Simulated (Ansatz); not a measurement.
Relaxed TiN (rock salt):

```yaml
crystal:
  lattice:
    - [0.00000, 4.24692, 4.24692]
    - [2.12346, 0.00000, 2.12346]
    - [2.12346, 2.12346, 0.00000]
  atoms:
    - { symbol: N, position: [0.00000, 0.00000, 0.00000] }
    - { symbol: N, position: [0.50000, 0.00000, 0.00000] }
    - { symbol: Ti, position: [0.25000, 0.50000, 0.50000] }
    - { symbol: Ti, position: [0.75000, 0.50000, 0.50000] }
```

Scan: atom 4 (Ti, nearest neighbour N at 2.123 Å; its periodic images, 3.0 Å or more away, move with it) is displaced along Cartesian z, direction (0.000, 0.000, 1.000) in Cartesian axes, by s. The other atoms stay.

Calculation: PBE (plane waves to 420 eV, PAW, scalar-relativistic; Ansatz, an electronic-structure program). k mesh 15×15×15 (Γ-centred), Fermi-Dirac smearing 0.05 eV. E stands for the smeared free energy. Left out: 4 of 11 points, with atoms too close for the PAW data. With partly filled bands, energies and forces of such displacements shift with the k mesh and the smearing. TiN is run without spin polarisation. TiN was relaxed with its symmetry unable to fall. The zero of ΔE is the undisplaced structure.

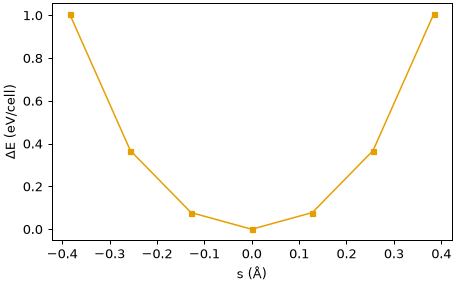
Fig. 1. ΔE (eV/cell) against s (Å); computed points joined by lines.

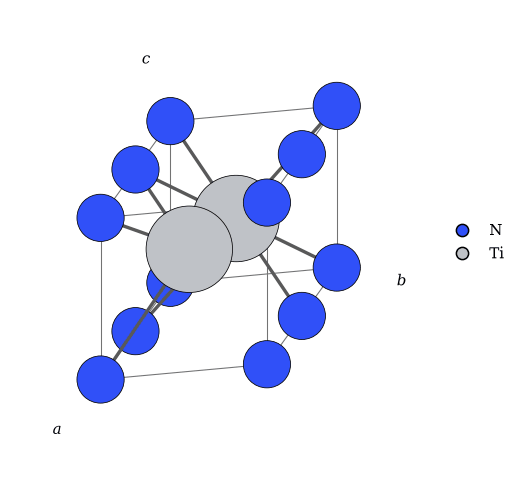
*The cell of the calculation at s = -0.384 Å.*

The energy at s = 0.384 Å is 1006 meV/cell and the force constant k = d²E/ds² at s = 0 (finite differences) is 9.09 eV/Å². Shape of the curve: a single well with its minimum at or next to zero displacement. Symmetry of the curve: even: the same for both signs. Harmonic estimate at the end of the scan: ½ks² = 670 meV/cell against the computed 1006 meV/cell, so the well is stiffer than harmonic there.

With its periodic images moving along, the atom's site symmetry in this cell is -3m.

(A displaced cell: forces are minus the slopes of the energy, force constants its curvatures, and phonons follow from these.)
